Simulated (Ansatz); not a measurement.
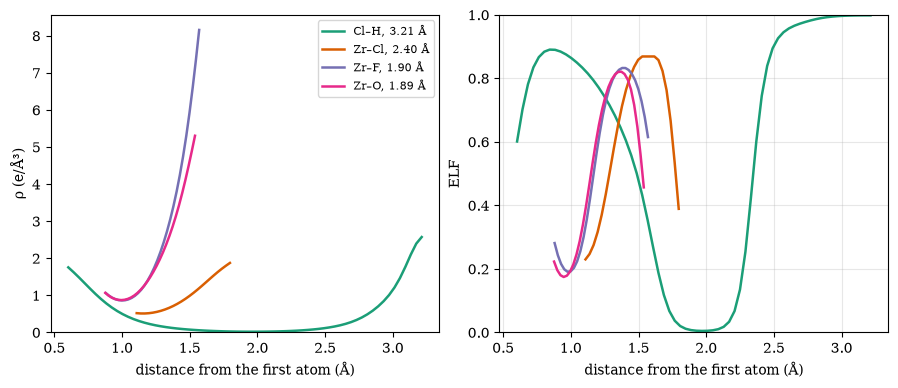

The picture shows: ClF$_{2}$HOZr···NH$_{2}$ (doublet). Electron density and ELF along straight lines between neighbouring atoms. The curves leave out the atomic cores.

Core potentials replace the inner electrons of Zr.

Method: UHF/def2-SVP (Ansatz 0.2.0).

Input file:

```
crystal:
  periodic: [false, false, false]
  atoms:
    - { symbol: Zr, position_ang: [-0.066988, -0.070748, -0.018295] }
    - { symbol: Cl, position_ang: [-0.204165, 0.121326, 2.454021] }
    - { symbol: O, position_ang: [1.719041, -0.351207, -0.583809] }
    - { symbol: H, position_ang: [2.607432, -0.509517, -0.85487] }
    - { symbol: F, position_ang: [-0.738116, 1.514533, -0.821794] }
    - { symbol: F, position_ang: [-1.14031, -1.522353, -0.60846] }
    - { symbol: "N", position_ang: [0.401106, -0.286154, 5.304838] }
    - { symbol: H, position_ang: [-0.571466, -0.574964, 5.272788] }
    - { symbol: H, position_ang: [0.348664, 0.726985, 5.271682] }
magnetization:
  spin_polarized: true
  initial_magnetization: 1
basis:
  gaussian: { orbitals: def2-SVP }
hamiltonian:
  xc: hf
relax:
  f_tol: 0.03
  max_steps: 50
output:
  orbitals: {}
```

Run with:

```sh
ansatz run input.yaml --threads 4 --pin off --max-ram 5120MiB --backend cpu --events-out ev --progress --plain --runs-dir out
```

The fields are those of the run's last geometry, not of the input's.

What can be read from the curves?

Answer. Cl2···H9 (3.21 Å): the density falls to about 0.02 e/Å³ on the way; the ELF dips to about 0 between them; a weak contact between the two molecules.
Zr–Cl (2.40 Å): ρ is about 0.52 e/Å³ halfway; the ELF peaks at about 0.85 in the valence shell of Cl, 0.9 Å from its nucleus, and is about 0.30 at the midpoint.
Zr–F (1.90 Å): ρ is about 0.9 e/Å³ halfway; the ELF peaks at about 0.85 in the valence shell of F, 0.5 Å from its nucleus, and drops to about 0.20 between the two atoms.
Zr–O (1.89 Å): ρ at the midpoint is about 0.9 e/Å³; the ELF peaks at about 0.80 in the valence shell of O, 0.5 Å from its nucleus, and drops to about 0.15 between the two atoms.
